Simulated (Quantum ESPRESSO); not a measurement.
## Gd (Gadolinium): the choice of Hubbard U

How much do the magnetic results of Gd (Gadolinium) hang on the Hubbard U?

Calculated with Quantum ESPRESSO 7.5; PBE; plane waves with SSSP 1.3 efficiency PBE potentials, no spin-orbit coupling (settings of the first rung).

## Step 1: Set-up

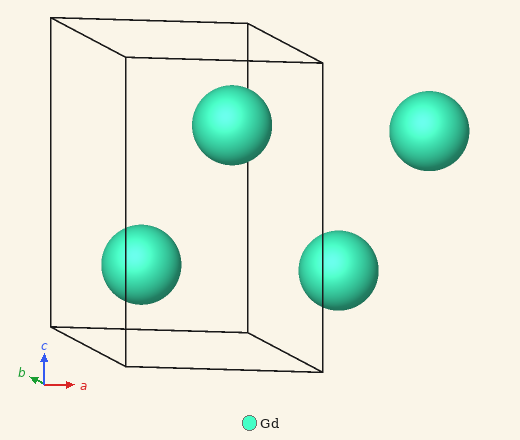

The starting structure, seen slightly off an axis (gadolinium teal). 2×1×1 cells are drawn.

The cell comes from the Crystallography Open Database.

## Step 2: Rung 1, start ferro ++

ASE passes magmoms on as starting_magnetization. pw.x reads values of 1 or more as Bohr magnetons; where all are smaller, it reads them as fractions of the valence charge.

Contents of pw.py:

```python
from ase import Atoms
from ase.calculators.espresso import Espresso, EspressoProfile

atoms = Atoms(['Gd', 'Gd'],
    cell=[[3.636, 0.0, 0.0],
         [-1.818, 3.14886837, 0.0],
         [0.0, 0.0, 5.7826]],
    scaled_positions=[[0.33333333, 0.66666667, 0.25],
         [0.66666667, 0.33333333, 0.75]],
    pbc=True,
    magmoms=[7.0, 7.0])
input_data = {
    'control': {'calculation': 'scf', 'prefix': 'pwscf', 'outdir': './tmp', 'disk_io': 'nowf'},
    'system': {'ecutwfc': 50.0, 'ecutrho': 400.0, 'nbnd': 32, 'occupations': 'smearing', 'smearing': 'fd', 'degauss': 0.00999582, 'nspin': 2},
    'electrons': {'conv_thr': 4e-09, 'electron_maxstep': 150, 'mixing_beta': 0.3},
}
atoms.calc = Espresso(
    profile=EspressoProfile(command='mpirun -n 4 pw.x -nk 4', pseudo_dir='pseudo'),
    pseudopotentials={'Gd': 'Gd.paw.z_18.atompaw.wentzcovitch.v1.2.upf'},
    input_data=input_data,
    kpts=(8, 8, 8),
    koffset=(0, 0, 0))
atoms.get_potential_energy()
energy = atoms.calc.results['free_energy']
print(f'free energy: {energy:.6f} eV')
print('site moments (muB):', atoms.get_magnetic_moments().round(3))
```

Command:

```sh
OMP_NUM_THREADS=1 python3 pw.py > pw.log
```

Log:

```text
free energy: -18612.677747 eV
site moments (muB): [7.294 7.294]

--- espresso.pwo ---
Program PWSCF v.7.5 starts

Warning: card &CELL ignored
Warning: card &FCP ignored
Warning: card &RISM ignored

     file Gd.paw.z_18.atompaw.wentzcovitch.v1.2.upf: wavefunction(s)  6S 0P 5D 0D 4F 0F renormalized
     Message from routine setup:
     using ibrav=0 with symmetry is DISCOURAGED, use correct ibrav instead

     K-points division:     npool     =       4
     Subspace diagonalization in iterative solution of the eigenvalue problem:

     bravais-lattice index     =            0
     lattice parameter (alat)  =       6.8710  a.u.
     unit-cell volume          =     446.7845 (a.u.)^3
     number of atoms/cell      =            2
     number of atomic types    =            1
     number of electrons       =        36.00
     number of Kohn-Sham states=           32
     kinetic-energy cutoff     =      50.0000  Ry
     charge density cutoff     =     400.0000  Ry
     scf convergence threshold =      4.0E-09
     mixing beta               =       0.3000
     number of iterations used =            8  plain     mixing
     Exchange-correlation= SLA PW PBX PBC
                           (   1   4   3   4   0   0   0)

     celldm(1)=   6.871044  celldm(2)=   0.000000  celldm(3)=   0.000000
     celldm(4)=   0.000000  celldm(5)=   0.000000  celldm(6)=   0.000000

     crystal axes: (cart. coord. in units of alat)
               a(1) = (   1.000000   0.000000   0.000000 )
               a(2) = (  -0.500000   0.866025   0.000000 )
               a(3) = (   0.000000   0.000000   1.590374 )

     reciprocal axes: (cart. coord. in units 2 pi/alat)
               b(1) = (  1.000000  0.577350 -0.000000 )
               b(2) = (  0.000000  1.154701  0.000000 )
               b(3) = (  0.000000 -0.000000  0.628783 )

     PseudoPot. # 1 for Gd read from file:
     Gd.paw.z_18.atompaw.wentzcovitch.v1.2.upf
     Pseudo is Projector augmented-wave + core cor, Zval = 18.0

     atomic species   valence    mass     pseudopotential
     Gd               18.00   157.25000     Gd( 1.00)

     Starting magnetic structure
     atomic species   magnetization
     Gd              0.389

     24 Sym. Ops., with inversion, found (12 have fractional translation)

   Cartesian axes

     site n.     atom                  positions (alat units)
         1        Gd     tau(   1) = (  -0.0000000   0.5773503   0.3975935  )
         2        Gd     tau(   2) = (   0.5000000   0.2886751   1.1927805  )

     number of k points=    50  Fermi-Dirac smearing, width (Ry)=  0.0100
                       cart. coord. in units 2pi/alat
        k(    1) = (   0.0000000   0.0000000   0.0000000), wk =   0.0019531
        k(    2) = (   0.0000000   0.0000000   0.0785979), wk =   0.0039062
        k(    3) = (   0.0000000   0.0000000   0.1571957), wk =   0.0039062
        k(    4) = (   0.0000000   0.0000000   0.2357936), wk =   0.0039062
        k(    5) = (   0.0000000   0.0000000  -0.3143915), wk =   0.0019531
        [... 45 further k-points ...]

     Dense  grid:    60273 G-vectors     FFT dimensions: (  45,  45,  72)

     Smooth grid:    21313 G-vectors     FFT dimensions: (  32,  32,  50)

     Generating pointlists ...
     new r_m :   0.4054 (alat units)  2.7852 (a.u.) for type    1

     Initial potential from superposition of free atoms

     starting charge      35.9897, renormalised to      36.0000
     Starting wfcs are   64 randomized atomic wfcs
     Checking if some PAW data can be deallocated...

     Self-consistent Calculation

     iteration #  1     ecut=    50.00 Ry     beta= 0.30
     Davidson diagonalization with overlap
     ethr =  1.00E-02,  avg # of iterations =  2.5

     total energy              =   -1366.80699805 Ry
     estimated scf accuracy    <       1.56579577 Ry

     total magnetization       =    12.77 Bohr mag/cell
     absolute magnetization    =    12.77 Bohr mag/cell

     iteration #  2     ecut=    50.00 Ry     beta= 0.30
     Davidson diagonalization with overlap
     ethr =  4.35E-03,  avg # of iterations =  3.2

     total energy              =   -1366.66492566 Ry
     estimated scf accuracy    <       8.67471478 Ry

     total magnetization       =    11.81 Bohr mag/cell
     absolute magnetization    =    11.81 Bohr mag/cell

     [... further iterations left out ...]

     iteration # 16     ecut=    50.00 Ry     beta= 0.30
     Davidson diagonalization with overlap
     ethr =  1.84E-09,  avg # of iterations =  1.5

     total energy              =   -1368.00670179 Ry
     estimated scf accuracy    <       0.00000001 Ry

     total magnetization       =    15.12 Bohr mag/cell
     absolute magnetization    =    15.12 Bohr mag/cell

     iteration # 17     ecut=    50.00 Ry     beta= 0.30
     Davidson diagonalization with overlap
     ethr =  2.97E-11,  avg # of iterations =  3.5

     Magnetic moment per site  (integrated on atomic sphere of radius R)
     atom   1 (R=0.405)  charge= 16.5115  magn=  7.2939
     atom   2 (R=0.405)  charge= 16.5115  magn=  7.2939

     End of self-consistent calculation

     Number of k-points >= 100: set verbosity='high' to print the bands.

     the Fermi energy is    12.2405 ev

!    total energy              =   -1368.00670180 Ry
     total all-electron energy =     -1368.006702 Ry
     estimated scf accuracy    <          1.7E-09 Ry
     smearing contrib. (-TS)   =      -0.01798904 Ry
     internal energy E=F+TS    =   -1367.98871276 Ry

     The total energy is F=E-TS. E is the sum of the following terms:
     one-electron contribution =    -209.50346306 Ry
     hartree contribution      =     128.22921549 Ry
     xc contribution           =     -47.17303652 Ry
     ewald contribution        =    -308.40981428 Ry
     one-center paw contrib.   =    -931.13161438 Ry

     total magnetization       =    15.12 Bohr mag/cell
     absolute magnetization    =    15.12 Bohr mag/cell

     convergence has been achieved in  17 iterations

=------------------------------------------------------------------------------=
   JOB DONE.
=------------------------------------------------------------------------------=
```

It took 81 s on 4 MPI ranks of Arm Neoverse V1, shared host; peak memory 0.68 GiB.

Spin moment in the atom's sphere by atom:

| atom | spin moment in the atom's sphere (μB) |
| --- | --- |
| Gd1 | 7.29 |
| Gd2 | 7.29 |

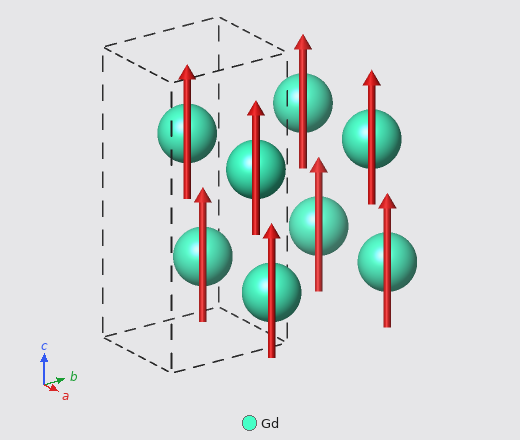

Spin moment in the atom's sphere as arrows, the longest 7.29 μB. Up and down stand for the sign. Arrows give size and sign along the axis of quantisation, drawn up and down the page. 2×2×1 cells are drawn.

Read from the output:

```
magnetization : 15.12 μB
final state   : ferromagnetic
```

## Step 3: Rung 1, start antiferro +-

pw.py: that of step 2 with these lines changed.

```diff
@@ -10,6 +10,6 @@
     pbc=True,
-    magmoms=[7.0, 7.0])
+    magmoms=[7.0, -7.0])
 input_data = {
     'control': {'calculation': 'scf', 'prefix': 'pwscf', 'outdir': './tmp', 'disk_io': 'nowf'},
-    'system': {'ecutwfc': 50.0, 'ecutrho': 400.0, 'nbnd': 32, 'occupations': 'smearing', 'smearing': 'fd', 'degauss': 0.00999582, 'nspin': 2},
+    'system': {'ecutwfc': 50.0, 'ecutrho': 400.0, 'nbnd': 25, 'occupations': 'smearing', 'smearing': 'fd', 'degauss': 0.00999582, 'nspin': 2},
     'electrons': {'conv_thr': 4e-09, 'electron_maxstep': 150, 'mixing_beta': 0.3},
```

Command:

```sh
OMP_NUM_THREADS=1 python3 pw.py > pw.log
```

Log:

```text
     [... lines left out ...]
free energy: -18612.689030 eV
site moments (muB): [ 7.223 -7.224]
--- espresso.pwo ---
Program PWSCF v.7.5 starts
     [... lines left out ...]
     number of atoms/cell      =            2
     [... lines left out ...]
     number of electrons       =        36.00
     number of Kohn-Sham states=           25
     kinetic-energy cutoff     =      50.0000  Ry
     charge density cutoff     =     400.0000  Ry
     scf convergence threshold =      4.0E-09
     [... lines left out ...]
     12 Sym. Ops. (no inversion) found ( 6 have fractional translation)
     [... lines left out ...]
     number of k points=    50  Fermi-Dirac smearing, width (Ry)=  0.0100
     [... lines left out ...]
     iteration # 66     ecut=    50.00 Ry     beta= 0.30
     [... lines left out ...]
     Magnetic moment per site  (integrated on atomic sphere of radius R)
     atom   1 (R=0.405)  charge= 16.5181  magn=  7.2231
     atom   2 (R=0.405)  charge= 16.5181  magn= -7.2239
     [... lines left out ...]
     the Fermi energy is    12.2037 ev
!    total energy              =   -1368.00753112 Ry
     [... lines left out ...]
     estimated scf accuracy    <          2.7E-09 Ry
     smearing contrib. (-TS)   =      -0.01802064 Ry
     [... lines left out ...]
     total magnetization       =    -0.00 Bohr mag/cell
     absolute magnetization    =    14.80 Bohr mag/cell
     convergence has been achieved in  66 iterations
```

The job ended after 5.5 min (4 MPI ranks; peak memory 1.1 GiB; 22 min of CPU time).

Spin moment in the atom's sphere by atom:

| atom | spin moment in the atom's sphere (μB) |
| --- | --- |
| Gd1 | 7.22 |
| Gd2 | -7.22 |

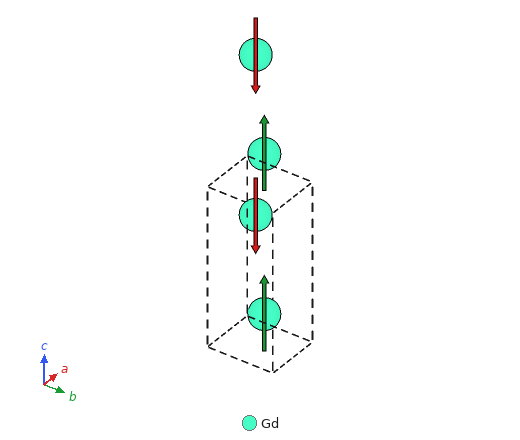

Spin moment in the atom's sphere as arrows, the longest 7.22 μB. Up and down stand for the sign. Arrows give size and sign along the axis of quantisation, drawn up and down the page. The two directions have two colours. 1×1×2 cells are drawn.

Numbers from this step:

* magnetization: 0 μB
* final state: antiferromagnetic

## Step 4: Rung 2, start ferro ++

Contents of pw.in:

```
&CONTROL
  calculation = 'scf'
  prefix = 'pwscf'
  outdir = './tmp'
  pseudo_dir = './pseudo'
  disk_io = 'nowf'
/
&SYSTEM
  ibrav = 0
  celldm(1) = 8
  nat = 2
  ntyp = 1
  ecutwfc = 50
  ecutrho = 400
  nbnd = 32
  occupations = 'smearing'
  smearing = 'fd'
  degauss = 0.00999582
  nspin = 2
  starting_magnetization(1) = 0.3889
/
&ELECTRONS
  conv_thr = 4d-09
  electron_maxstep = 150
  mixing_beta = 0.3
/
ATOMIC_SPECIES
Gd    157.2500 Gd.paw.z_18.atompaw.wentzcovitch.v1.2.upf
CELL_PARAMETERS alat
   0.8588805236424    0.0000000000000    0.0000000000000
  -0.4294402618212    0.7438123522994    0.0000000000000
   0.0000000000000    0.0000000000000    1.3659412860326
ATOMIC_POSITIONS crystal
Gd      0.3333333333    0.6666666667    0.2500000000
Gd      0.6666666667    0.3333333333    0.7500000000
K_POINTS automatic
8 8 8 0 0 0
HUBBARD {atomic}
U Gd-4f 1.5000
```

Command:

```sh
OMP_NUM_THREADS=1 mpirun -n 4 pw.x -nk 4 -in pw.in > pw.out
```

Log:

```text
     [... lines left out ...]
Program PWSCF v.7.5 starts
     [... lines left out ...]
     number of atoms/cell      =            2
     [... lines left out ...]
     number of electrons       =        36.00
     number of Kohn-Sham states=           32
     kinetic-energy cutoff     =      50.0000  Ry
     charge density cutoff     =     400.0000  Ry
     scf convergence threshold =      4.0E-09
     [... lines left out ...]
     24 Sym. Ops., with inversion, found (12 have fractional translation)
     [... lines left out ...]
     number of k points=    50  Fermi-Dirac smearing, width (Ry)=  0.0100
     [... lines left out ...]
     iteration # 20     ecut=    50.00 Ry     beta= 0.30
     [... lines left out ...]
     Magnetic moment per site  (integrated on atomic sphere of radius R)
     atom   1 (R=0.348)  charge= 16.4961  magn=  7.4034
     atom   2 (R=0.348)  charge= 16.4961  magn=  7.4034
     [... lines left out ...]
     Tr[ns(  1)] (up, down, total) =   7.01021  0.04208  7.05229
     [... lines left out ...]
     Tr[ns(  2)] (up, down, total) =   7.01021  0.04208  7.05229
     [... lines left out ...]
     the Fermi energy is    12.2879 ev
!    total energy              =   -1367.99941968 Ry
     [... lines left out ...]
     estimated scf accuracy    <          4.1E-10 Ry
     smearing contrib. (-TS)   =      -0.01207885 Ry
     [... lines left out ...]
     total magnetization       =    15.36 Bohr mag/cell
     absolute magnetization    =    15.36 Bohr mag/cell
     convergence has been achieved in  20 iterations
```

It took 95 s on 4 MPI ranks; peak memory 1 GiB.

Numbers from this step:

- magnetization: 15.36 μB
- final state: ferromagnetic
- largest moment: 7.403 μB

## Step 5: Rung 2, start antiferro +-

Contents of pw.in:

```
&CONTROL
  calculation = 'scf'
  prefix = 'pwscf'
  outdir = './tmp'
  pseudo_dir = './pseudo'
  disk_io = 'nowf'
/
&SYSTEM
  ibrav = 0
  celldm(1) = 8
  nat = 2
  ntyp = 2
  ecutwfc = 50
  ecutrho = 400
  nbnd = 25
  occupations = 'smearing'
  smearing = 'fd'
  degauss = 0.00999582
  nspin = 2
  starting_magnetization(1) = 0.3889
  starting_magnetization(2) = -0.3889
/
&ELECTRONS
  conv_thr = 4d-09
  electron_maxstep = 150
  mixing_beta = 0.3
/
ATOMIC_SPECIES
Gd1   157.2500 Gd.paw.z_18.atompaw.wentzcovitch.v1.2.upf
Gd2   157.2500 Gd.paw.z_18.atompaw.wentzcovitch.v1.2.upf
CELL_PARAMETERS alat
   0.8588805236424    0.0000000000000    0.0000000000000
  -0.4294402618212    0.7438123522994    0.0000000000000
   0.0000000000000    0.0000000000000    1.3659412860326
ATOMIC_POSITIONS crystal
Gd1     0.3333333333    0.6666666667    0.2500000000
Gd2     0.6666666667    0.3333333333    0.7500000000
K_POINTS automatic
8 8 8 0 0 0
HUBBARD {atomic}
U Gd1-4f 1.5000
U Gd2-4f 1.5000
```

Log:

```text
     [... lines left out ...]
Program PWSCF v.7.5 starts
     [... lines left out ...]
     number of atoms/cell      =            2
     [... lines left out ...]
     number of electrons       =        36.00
     number of Kohn-Sham states=           25
     kinetic-energy cutoff     =      50.0000  Ry
     charge density cutoff     =     400.0000  Ry
     scf convergence threshold =      4.0E-09
     [... lines left out ...]
     12 Sym. Ops. (no inversion) found ( 6 have fractional translation)
     [... lines left out ...]
     number of k points=    50  Fermi-Dirac smearing, width (Ry)=  0.0100
     [... lines left out ...]
     iteration # 28     ecut=    50.00 Ry     beta= 0.30
     [... lines left out ...]
     Magnetic moment per site  (integrated on atomic sphere of radius R)
     atom   1 (R=0.348)  charge= 16.5042  magn=  7.3229
     atom   2 (R=0.348)  charge= 16.5042  magn= -7.3225
     [... lines left out ...]
     Tr[ns(  1)] (up, down, total) =   7.00989  0.05772  7.06761
     [... lines left out ...]
     Tr[ns(  2)] (up, down, total) =   0.05773  7.00989  7.06763
     [... lines left out ...]
     the Fermi energy is    12.2343 ev
!    total energy              =   -1367.99872218 Ry
     [... lines left out ...]
     estimated scf accuracy    <          9.2E-10 Ry
     smearing contrib. (-TS)   =      -0.01435416 Ry
     [... lines left out ...]
     total magnetization       =     0.00 Bohr mag/cell
     absolute magnetization    =    15.02 Bohr mag/cell
     convergence has been achieved in  28 iterations
```

Run time: 2.4 min. Hardware: 4 MPI ranks; peak memory 1 GiB; 9.5 min of CPU time.

Numbers from this step:

- magnetization: 0 μB
- final state: antiferromagnetic
- largest moment: 7.323 μB

## Step 6: Rung 3, start ferro ++

Contents of pw.in:

```
&CONTROL
  calculation = 'scf'
  prefix = 'pwscf'
  outdir = './tmp'
  pseudo_dir = './pseudo'
  disk_io = 'nowf'
/
&SYSTEM
  ibrav = 0
  celldm(1) = 8
  nat = 2
  ntyp = 1
  ecutwfc = 50
  ecutrho = 400
  nbnd = 32
  occupations = 'smearing'
  smearing = 'fd'
  degauss = 0.00999582
  nspin = 2
  starting_magnetization(1) = 0.3889
/
&ELECTRONS
  conv_thr = 4d-09
  electron_maxstep = 150
  mixing_beta = 0.3
/
ATOMIC_SPECIES
Gd    157.2500 Gd.paw.z_18.atompaw.wentzcovitch.v1.2.upf
CELL_PARAMETERS alat
   0.8588805236424    0.0000000000000    0.0000000000000
  -0.4294402618212    0.7438123522994    0.0000000000000
   0.0000000000000    0.0000000000000    1.3659412860326
ATOMIC_POSITIONS crystal
Gd      0.3333333333    0.6666666667    0.2500000000
Gd      0.6666666667    0.3333333333    0.7500000000
K_POINTS automatic
8 8 8 0 0 0
HUBBARD {atomic}
U Gd-4f 3.0000
```

Log:

```text
     [... lines left out ...]
Program PWSCF v.7.5 starts
     [... lines left out ...]
     number of atoms/cell      =            2
     [... lines left out ...]
     number of electrons       =        36.00
     number of Kohn-Sham states=           32
     kinetic-energy cutoff     =      50.0000  Ry
     charge density cutoff     =     400.0000  Ry
     scf convergence threshold =      4.0E-09
     [... lines left out ...]
     24 Sym. Ops., with inversion, found (12 have fractional translation)
     [... lines left out ...]
     number of k points=    50  Fermi-Dirac smearing, width (Ry)=  0.0100
     [... lines left out ...]
     iteration # 14     ecut=    50.00 Ry     beta= 0.30
     [... lines left out ...]
     Magnetic moment per site  (integrated on atomic sphere of radius R)
     atom   1 (R=0.348)  charge= 16.4919  magn=  7.4434
     atom   2 (R=0.348)  charge= 16.4919  magn=  7.4434
     [... lines left out ...]
     Tr[ns(  1)] (up, down, total) =   7.01060  0.01654  7.02714
     [... lines left out ...]
     Tr[ns(  2)] (up, down, total) =   7.01060  0.01654  7.02714
     [... lines left out ...]
     the Fermi energy is    12.3120 ev
!    total energy              =   -1367.99767978 Ry
     [... lines left out ...]
     estimated scf accuracy    <          1.7E-10 Ry
     smearing contrib. (-TS)   =      -0.01036812 Ry
     [... lines left out ...]
     total magnetization       =    15.46 Bohr mag/cell
     absolute magnetization    =    15.46 Bohr mag/cell
     convergence has been achieved in  14 iterations
```

Wall time 76 s (4 MPI ranks); peak memory 1.1 GiB.

Numbers from this step:

```
magnetization  : 15.46 μB
final state    : ferromagnetic
largest moment : 7.443 μB
```

(Part 1 of 2 ends here.)

[Logs and program files are shortened in this print: banners, set-up blocks, solver, clock and traceback lines can be left out without a mark of their own.]

[Logs are printed without paths, hosts, clocks, repeated set-up lines and the standing remarks that a program may print on its own settings, such as how far it seeks lower states.]

[Hosts, paths, dates, database ids (printed as entryN), source tags and the programs' standing remarks are cut or masked in the printed files.]

[Where a cell is said to come from a database of computed structures, the database is the Materials Project.]
